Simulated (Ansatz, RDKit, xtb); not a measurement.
# C6H3F3: which of the isomers drawn lies lowest?, part 2 of 2

Which of a sample of isomers of C6H3F3 is the most stable in the gas at 298.15 K, and what are its properties? The sample is small against all isomers, and the most stable one of this formula need not be in it.

xtb, Ansatz and PySCF; isolated molecules. Earlier steps stand in the parts before.

**7. Harmonic analysis of the finalists**

The lowest few in one piece go on as finalists. In this search the thermal terms come from GFN2-xTB at its own nearest minimum. The first, c019a:

Input file start.xyz:

```xyz
12
c019a
C     -3.569207    -3.974864     0.612598
C     -2.768475    -3.138071     0.222809
C     -1.874652    -2.204010    -0.212529
C     -1.073353    -1.366910    -0.603518
C     -0.124006    -0.376498    -1.069351
C      0.205655     0.683582    -0.028353
F      0.749072     0.144958     1.069793
F     -0.883667     1.367337     0.342045
F      1.088292     1.559906    -0.536672
H     -4.273260    -4.709922     0.956509
H     -0.509336     0.152612    -1.958175
H      0.829488    -0.849847    -1.361300
```

Run with:

```bash
xtb start.xyz --gfn 2 --ohess tight
```

Log, cut to the lines that bear on the results:

```text
* xtb version 6.7.1
[...]
          :  # basis functions                  39          :
[...]
          :  # electrons                        48          :
[...]
          :  Hamiltonian                  GFN2-xTB          :
[...]
          :  net charge                          0          :
          :  unpaired electrons                  0          :
[...]
   *** convergence criteria satisfied after 11 iterations ***
[...]
   *** GEOMETRY OPTIMIZATION CONVERGED AFTER 12 ITERATIONS ***
[...]
   *** convergence criteria satisfied after 3 iterations ***
[...]
         ::                     SUMMARY                     ::
         :::::::::::::::::::::::::::::::::::::::::::::::::::::
         :: total energy             -28.450880138239 Eh    ::
         :: gradient norm              0.000258073903 Eh/a0 ::
         :: HOMO-LUMO gap              4.729751232105 eV    ::
         ::.................................................::
         :: SCC energy               -28.833180565970 Eh    ::
         :: -> isotropic ES            0.044660504385 Eh    ::
         :: -> anisotropic ES         -0.001364625213 Eh    ::
         :: -> anisotropic XC         -0.002247544988 Eh    ::
         :: -> dispersion             -0.007124432362 Eh    ::
         :: repulsion energy           0.382300427731 Eh    ::
         :: add. restraining           0.000000000000 Eh    ::
         :: total charge              -0.000000000000 e     ::
         :::::::::::::::::::::::::::::::::::::::::::::::::::::
[...]
        24        2.0000           -0.4137756             -11.2594 (HOMO)
        25                         -0.2399605              -6.5297 (LUMO)
[...]
molecular dipole:
                 x           y           z       tot (Debye)
 q only:       -0.309      -0.865      -0.737
   full:       -0.264      -0.849      -0.810       3.056
molecular quadrupole (traceless):
[...]
          | TOTAL ENERGY              -28.450880138217 Eh   |
          | TOTAL ENTHALPY            -28.372320277717 Eh   |
          | TOTAL FREE ENERGY         -28.417320556600 Eh   |
          | GRADIENT NORM               0.000258060823 Eh/α |
[...]
```

Wall time 0.72 s (2 threads of Intel Xeon at 2.50GHz (Skylake/Cascade Lake), shared host); peak memory 0.11 GiB.

**8. Thermal terms of the finalists**

As xtb prints them, at 298.15 K, with its own treatment of low modes:

| label | SMILES | spin | lowest mode (cm⁻¹) | zero-point (kcal/mol) | G − E (kcal/mol) |
| --- | --- | --- | --- | --- | --- |
| c019a | C#CC#CCC(F)(F)F | singlet | 41 | 42.8 | 21.1 |
| c672a | C#CC(C#C)C(F)(F)F | singlet | 47 | 42.4 | 20.8 |
| c180a | C#CCC#CC(F)(F)F | singlet | 6 | 42.7 | 20.3 |

**9. Energies at the top level**

Each finalist gets a single point at CCSD(T)/def2-SVP + MP2/def2-TZVPP - MP2/def2-SVP.

c019a, CCSD(T)/def2-SVP:

Input file input.yaml:

```yaml
crystal:
  periodic: [false, false, false]
  atoms:
    - {symbol: C, position_ang: [-3.569207, -3.974864, 0.612598]}
    - {symbol: C, position_ang: [-2.768475, -3.138071, 0.222809]}
    - {symbol: C, position_ang: [-1.874652, -2.204010, -0.212529]}
    - {symbol: C, position_ang: [-1.073353, -1.366910, -0.603518]}
    - {symbol: C, position_ang: [-0.124006, -0.376498, -1.069351]}
    - {symbol: C, position_ang: [0.205655, 0.683582, -0.028353]}
    - {symbol: F, position_ang: [0.749072, 0.144958, 1.069793]}
    - {symbol: F, position_ang: [-0.883667, 1.367337, 0.342045]}
    - {symbol: F, position_ang: [1.088292, 1.559906, -0.536672]}
    - {symbol: H, position_ang: [-4.273260, -4.709922, 0.956509]}
    - {symbol: H, position_ang: [-0.509336, 0.152612, -1.958175]}
    - {symbol: H, position_ang: [0.829488, -0.849847, -1.361300]}
basis:
  gaussian:
    orbitals: def2-SVP
correlation:
  method: ccsd_t
  frozen_orbitals: {F: 1, C: 1, H: 0}
```

Run with:

```bash
ansatz run input.yaml --threads 2 --pin off --max-ram 5220MiB --events-out events.jsonl --progress --plain --runs-dir runs
```

Log, cut to the lines that bear on the results:

```text
Warning: RAYON_NUM_THREADS=2 ignored (pool sized by the plan → 2); use --threads N
Functional definition: HF
  name "HF"
[...]
1419 factors; integrals over basis functions are off by at most 1.1e-3 eV
[...]
mean field -14333.50823577 eV, -526.7467120638 hartree, gradient 2.8e-6 eV, S^2 0.000000; 0 other end points of the search recorded, 0 dependent functions left out; unrestricted orbitals would lower it
9 core orbitals not correlated: weight in the atoms' cores, before any rotation towards them, 1.000 or more for the frozen orbitals, at most 0.000 for the correlated occupied ones
reference -14333.50823577 eV, -526.7467120638 hartree; 24, 24 occupied and 108, 108 virtual orbitals, 1419 factors
second order -35.70930570 eV of doubles, -0.00000000 eV of singles
cycle   1  -35.39226329 eV  change    3.2e-1 eV  update   1.5e-1
[...]
cycle   9  -36.58127846 eV  change   -7.9e-6 eV  update   5.7e-5
perturbative correction -1.22151534 eV, -0.0448898606 hartree
Total energy: -14371.31102956 eV, -528.1359391120 hartree
```

Wall time 1.8 min (2 threads of Intel Xeon at 2.50GHz (Skylake/Cascade Lake), shared host); peak memory 1.3 GiB.

**10. c019a at MP2/def2-TZVPP**

Edit input.yaml of step 9 so:

```diff
@@ -17,5 +17,5 @@
   gaussian:
-    orbitals: def2-SVP
+    orbitals: def2-TZVPP
 correlation:
-  method: ccsd_t
+  method: mp2
   frozen_orbitals: {F: 1, C: 1, H: 0}
```

Run with:

```bash
ansatz run input.yaml --threads 2 --pin off --max-ram 5220MiB --events-out events.jsonl --progress --plain --runs-dir runs
```

Log:

```text
Warning: RAYON_NUM_THREADS=2 ignored (pool sized by the plan → 2); use --threads N
[... 2 set-up lines as earlier in the session ...]
  exchange = exact_x
  correlation = 0
2038 factors; integrals over basis functions are off by at most 8.4e-4 eV
mean field evaluation 1: about -14344.5467 eV, gradient 5.0e1 eV
mean field evaluation 2: about -14345.0512 eV, gradient 5.0e1 eV
mean field evaluation 4: about -14350.5361 eV, gradient 5.9e0 eV
mean field evaluation 8: about -14350.6432 eV, gradient 7.2e-1 eV
mean field -14350.64455011 eV, -527.3764600004 hartree, gradient 1.5e-6 eV, S^2 0.000000; 0 other end points of the search recorded, 0 dependent functions left out; unrestricted orbitals would lower it
mean field evaluation 16: about -14350.6842 eV, gradient 2.6e0 eV
9 core orbitals not correlated: weight in the atoms' cores, before any rotation towards them, 1.000 or more for the frozen orbitals, at most 0.000 for the correlated occupied ones
reference -14350.64455011 eV, -527.3764600004 hartree; 24, 24 occupied and 288, 288 virtual orbitals, 2038 factors
second order -45.19747808 eV of doubles, -0.00000000 eV of singles
Total energy: -14395.84202819 eV, -529.0374366838 hartree
```

It took 36 s on 2 threads of Intel Xeon at 2.50GHz (Skylake/Cascade Lake), shared host; peak memory 1 GiB.

**11. c672a at CCSD(T)/def2-SVP**

Input file input.yaml:

```yaml
crystal:
  periodic: [false, false, false]
  atoms:
    - symbol: C
      position_ang: [-2.560634, -3.076423, -0.589112]
    - symbol: C
      position_ang: [-1.698621, -2.225615, -0.546986]
    - symbol: C
      position_ang: [-0.655597, -1.199288, -0.500734]
    - symbol: C
      position_ang: [-1.128566, 0.102132, -0.976070]
    - symbol: C
      position_ang: [-1.518608, 1.178545, -1.373459]
    - symbol: C
      position_ang: [-0.057976, -1.084209, 0.917254]
    - symbol: F
      position_ang: [0.942612, -0.195360, 0.924495]
    - symbol: F
      position_ang: [-0.970084, -0.696459, 1.808944]
    - symbol: F
      position_ang: [0.435553, -2.265907, 1.306204]
    - symbol: H
      position_ang: [-3.326933, -3.828955, -0.622874]
    - symbol: H
      position_ang: [0.194086, -1.524044, -1.133661]
    - symbol: H
      position_ang: [-1.866727, 2.133529, -1.721984]
basis:
  gaussian:
    orbitals: def2-SVP
correlation:
  method: ccsd_t
  frozen_orbitals: {F: 1, C: 1, H: 0}
```

Run with:

```bash
ansatz run input.yaml --threads 2 --pin off --max-ram 5220MiB --events-out events.jsonl --progress --plain --runs-dir runs
```

Log, cut to the lines that bear on the results:

```text
Warning: RAYON_NUM_THREADS=2 ignored (pool sized by the plan → 2); use --threads N
[... 2 set-up lines as earlier in the session ...]
[...]
1419 factors; integrals over basis functions are off by at most 1.3e-3 eV
[...]
mean field -14333.01629937 eV, -526.7286337345 hartree, gradient 1.2e-6 eV, S^2 0.000000; 0 other end points of the search recorded, 0 dependent functions left out
9 core orbitals not correlated: weight in the atoms' cores, before any rotation towards them, 1.000 or more for the frozen orbitals, at most 0.000 for the correlated occupied ones
reference -14333.01629937 eV, -526.7286337345 hartree; 24, 24 occupied and 108, 108 virtual orbitals, 1419 factors
second order -35.64206017 eV of doubles, -0.00000000 eV of singles
cycle   1  -35.44515517 eV  change    2.0e-1 eV  update   1.4e-1
[...]
cycle   9  -36.61075394 eV  change   -3.1e-5 eV  update   2.2e-5
perturbative correction -1.19042128 eV, -0.0437471751 hartree
Total energy: -14370.81747459 eV, -528.1178013013 hartree
```

Run time: 1.7 min. Hardware: 2 threads of Intel Xeon at 2.50GHz (Skylake/Cascade Lake), shared host; peak memory 1.3 GiB.

For c019a the log finds that unrestricted Hartree-Fock orbitals lie lower, a sign to watch the closed-shell reference there.

**12. The ranking**

Energies in kcal/mol from c019a; G adds the thermal terms to the CCSD(T)/def2-SVP + MP2/def2-TZVPP - MP2/def2-SVP energy. The columns left of the relaxed level are at the tight-binding geometries.

| label | SMILES | spin | GFN2-xTB | HF/STO-3G | r2SCAN-D4/def2-SVP | r2SCAN-D4/def2-SVP, relaxed | HF/def2-SVP | MP2/def2-SVP | CCSD(T)/def2-SVP + MP2/def2-TZVPP - MP2/def2-SVP | G | share at equilibrium | T1 |
| --- | --- | --- | --- | --- | --- | --- | --- | --- | --- | --- | --- | --- |
| c019a | C#CC#CCC(F)(F)F | singlet | 0.0 | 0.0 | 0.0 | 0.0 | 0.0 | 0.0 | 0.0 | 0.0 | 100.0 % | 0.013 |
| c672a | C#CC(C#C)C(F)(F)F | singlet | 10.3 | 13.3 | 18.3 | 17.8 | 11.3 | 12.9 | 11.1 | 10.8 | < 0.1 % | 0.013 |
| c180a | C#CCC#CC(F)(F)F | singlet | 7.8 | 10.8 | 17.8 | 17.8 | 11.6 | 14.5 | 12.9 | 12.1 | < 0.1 % | 0.013 |

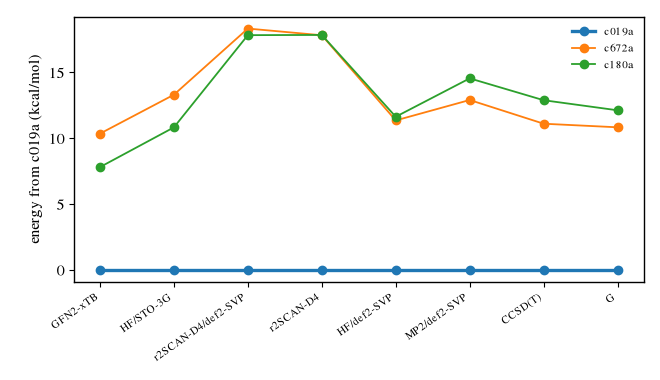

The finalists at each level, measured from c019a.

Lowest found: c019a, `C#CC#CCC(F)(F)F`, a singlet. Bond lengths: C1–C2 1.222 Å, C2–C3 1.364 Å, C3–C4 1.223 Å, C4–C5 1.449 Å, C5–C6 1.522 Å, C6–F7 1.338 Å, C6–F8 1.338 Å, C6–F9 1.344 Å, C1–H10 1.074 Å, C5–H11 1.104 Å, C5–H12 1.104 Å. Some angles: C1–C2–C3 180.0°, C2–C3–C4 180.0°, C3–C4–C5 179.9°, C4–C5–C6 113.5°, C5–C6–F7 111.6°, C5–C6–F8 111.6°, C5–C6–F9 109.7°, F7–C6–F8 108.0°, F7–C6–F9 107.8°, F8–C6–F9 107.8°.

```xyz
12

C    -3.5692   -3.9749    0.6126
C    -2.7685   -3.1381    0.2228
C    -1.8747   -2.2040   -0.2125
C    -1.0734   -1.3669   -0.6035
C    -0.1240   -0.3765   -1.0694
C     0.2057    0.6836   -0.0284
F     0.7491    0.1450    1.0698
F    -0.8837    1.3673    0.3420
F     1.0883    1.5599   -0.5367
H    -4.2733   -4.7099    0.9565
H    -0.5093    0.1526   -1.9582
H     0.8295   -0.8498   -1.3613
```

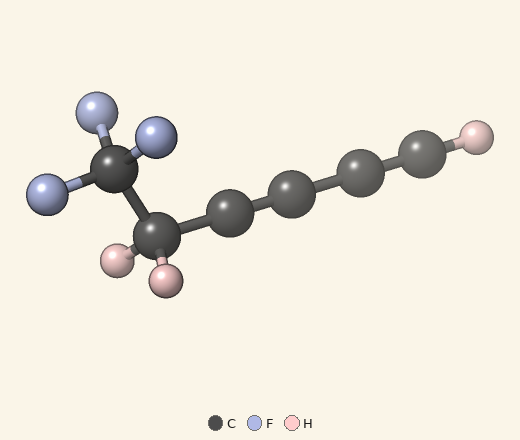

The lowest structure found, seen from a chosen angle (carbon dark grey, fluorine light blue, hydrogen pink).

**13. What came out**

What follows sums up all 2 parts.

| quantity | value |
| --- | --- |
| lowest structure found | C#CC#CCC(F)(F)F, singlet |
| next finalist | C#CC(C#C)C(F)(F)F, singlet, 10.8 kcal/mol higher in G |
| share at equilibrium, among the finalists | 100.0 % |
| funnel | 3 starts, 3 minima at GFN2-xTB, 6 screening runs, 3 relaxed, 3 ranked |
| CPU time of all runs | 22 min |

The search ends on `C#CC#CCC(F)(F)F`. The margin of 10.8 kcal/mol over the next finalist is beyond the usual error of the last level; it says nothing of structures that weren't ranked. GFN2-xTB, HF/STO-3G, r2SCAN-D4/def2-SVP, r2SCAN-D4/def2-SVP, relaxed, HF/def2-SVP and MP2/def2-SVP already put its bonding pattern lowest among the structures in one piece. The largest share of the time went into the final energies (61 %). Lowest found is not proven lowest: the search is finite, and each finalist counts with one conformer. Only 3 drawn patterns were tried, so whole families of isomers are missing, and the result ranks this sample alone. The lowest isomer need not be the one that is made and kept in a bottle, which depends on barriers.
